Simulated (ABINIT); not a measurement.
Band structure of Zr (P6_3/mmc, 2 atoms in the cell).

```
CELL_PARAMETERS angstrom
      3.20911     0.00000     0.00000
     -1.60455     2.77917     0.00000
      0.00000     0.00000     5.12412
ATOMIC_POSITIONS crystal
  Zr 0.33333 0.66667 0.25000
  Zr 0.66667 0.33333 0.75000
```

Method: PBE, norm-conserving pseudopotentials (PseudoDojo nc-sr-05 PBE standard) (plane waves; ABINIT 10.0.3).

Settings: pseudos = [Zr.upf]; ecut = 33 Ha; ixc = 11; occopt = 7; tsmear = 0.00499791 Ha; ngkpt = 16 16 9; nshiftk = 1; shiftk = 0 0 0; potentials = PseudoDojo nc-sr-05 PBE standard; kptopt = 1; nstep = 100; tolvrs1 = 1e-10; ndtset = 2.

The starting cell comes from a database of computed structures (which also holds hypothetical and non-ambient phases and stackings), without a prior relaxation at this level. Its lattice was rescaled by a random factor within 2.5 % of one.

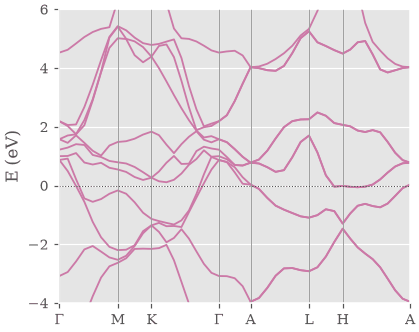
Fig. 1. Bands along the path, energies from the Fermi level.

Levels in eV from the Fermi level, bands 9 to 16:
```csv
point,9,10,11,12,13,14,15,16
Γ,-5.68,-3.08,0.87,0.87,1.00,1.22,1.58,1.58
M,-2.63,-2.53,-2.20,-0.17,0.55,0.79,1.48,5.02
K,-2.16,-1.36,-1.36,-1.14,0.27,0.27,1.83,4.39
A,-3.96,-3.96,0.03,0.03,0.78,0.78,0.78,0.78
L,-2.92,-2.92,-1.09,-1.09,1.70,1.70,2.26,2.26
H,-1.47,-1.47,-1.30,-1.30,-0.01,-0.01,2.07,2.07
```

Bands cross the Fermi level along this path, so the cell is metallic at this level.
